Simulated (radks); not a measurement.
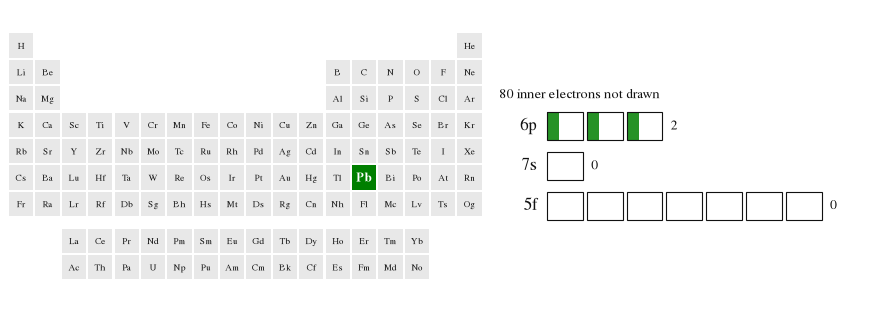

**Figure 1.** Left, the place of lead in the periodic table; right, the outer shells as the input fills them: a box for each of the 2l + 1 orbitals, shaded by the share of the shell that is filled, with the electron count at the right.

## Atomic calculation, with input and output: Pb

The neutral lead atom in the configuration [Xe] 4f14 5d10 6s2 6p2 (open shells shared over both j by 2j + 1). Computed at this level: Dirac Kohn-Sham, XLYP, spin-unpolarised, spherical densities, finite nucleus (the in-house radial solver radks).

Summary:

- outcome: converged
- total energy: −20924.8321 hartree
- kinetic energy: 24332.5897 hartree
- electron–nucleus energy: −52937.7379 hartree
- Hartree energy: 8072.6510 hartree
- exchange–correlation energy: −392.334918 hartree
- radius at density 0.001 e/bohr³: 4.76 bohr
- SCF iterations: 15
- hardware: 1 CPU thread, shared host

Input:
```
Z 82
configuration [Hg] 6p2 7s0 5f0
relativity Dirac
functional xlyp
spin unpolarised
j_filling average
nucleus finite rms 5.5012 fm
c 137.035999084
```

Energies in input and log are in hartree, lengths in bohr (the nuclear radius in fm).

Output:
```
1s1/2   1   2.0000       -3231.38761013
2s1/2   1   2.0000        -577.51195058
2p1/2   1   2.0000        -554.87251486
2p3/2   1   4.0000        -474.38832254
3s1/2   1   2.0000        -138.60442076
3p1/2   1   2.0000        -128.32607095
3p3/2   1   4.0000        -110.36987386
3d3/2   1   4.0000         -93.37289197
3d5/2   1   6.0000         -89.55111994
4s1/2   1   2.0000         -31.36147080
4p1/2   1   2.0000         -26.90217809
4p3/2   1   4.0000         -22.50593859
4d3/2   1   4.0000         -15.21754355
4d5/2   1   6.0000         -14.39705204
4f5/2   1   6.0000          -4.96191865
4f7/2   1   8.0000          -4.77699748
5s1/2   1   2.0000          -5.27170479
5p1/2   1   2.0000          -3.74768037
5p3/2   1   4.0000          -2.92443626
5d3/2   1   4.0000          -0.82537376
5d5/2   1   6.0000          -0.73041337
6s1/2   1   2.0000          -0.43767050
6p1/2   1   0.6667          -0.16647224
6p3/2   1   1.3333          -0.11316164
7s1/2   1   0.0000          -0.02449640
5f5/2   1   0.0000           0.00023655
5f7/2   1   0.0000           0.00023655
Etot -20924.832118091483
Ekin 24332.589745892416
Encl -52937.73790786715
Eh 8072.650962134747
Exc -392.33491825149434
err 1.3801416679542203e-08
it 15
```

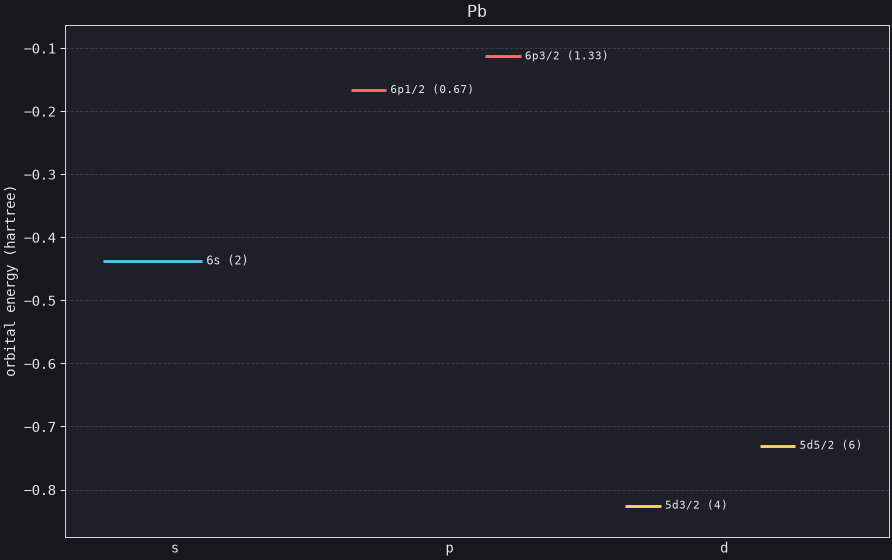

**Figure 2.** The outer levels are drawn by angular momentum (occupations in brackets, the lower j at the left of each column). The highest occupied level is 6p3/2 at −0.113 hartree. From the top down the occupied levels run 6p3/2 (−0.113 hartree), 6p1/2 (−0.166 hartree), 6s (−0.438 hartree), 5d5/2 (−0.730 hartree), 5d3/2 (−0.825 hartree). Spin-orbit splittings: 6p 0.0533 hartree, 5d 0.0950 hartree. The measured ionisation energy (NIST) is 7.42 eV; minus the highest level, 3.08 eV, lies 58 % below it, as is usual for a semilocal functional, whose potential decays too fast.

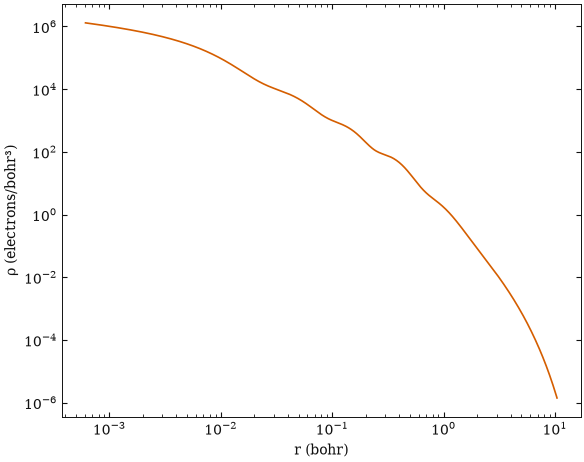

**Figure 3.** The electron density ρ(r) on a logarithmic scale. The density falls from 1.3×10⁶ electrons/bohr³ at the inner end (r = 0.00061 bohr) to 0.001 at r = 4.76 bohr, a common measure of the size of an atom or ion. The highest occupied orbital, 6p3/2 (⟨r⟩ = 3.57 bohr, −3.08 eV), is also the most diffuse and sets the fall-off far out: over the last part drawn ln ρ falls by 1.1 per bohr, against 2√(−2ε) = 0.95 for the pure exponential. The steps in the slope mark the shells; the radial density has its minima at 0.021, 0.088 and 0.25 bohr.

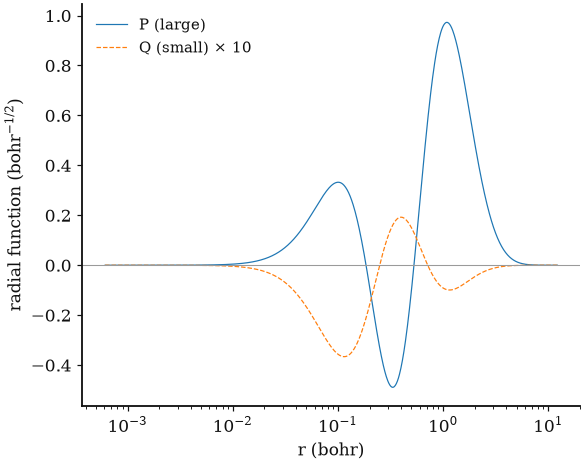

**Figure 4.** The large and small radial components of one occupied spinor. It is 5d5/2. The spinor has κ = −3: the large component has l = 2 and 2 radial nodes (r = 0.185 and 0.529 bohr), the small one has l = 3. The small component carries 0.030 % of the norm; ⟨r⟩ = 1.33 bohr and the eigenvalue is −19.9 eV. The nodes of P give n − l − 1 and its extent picks the shell; Q has as many nodes as P for κ < 0 and one more for κ > 0.
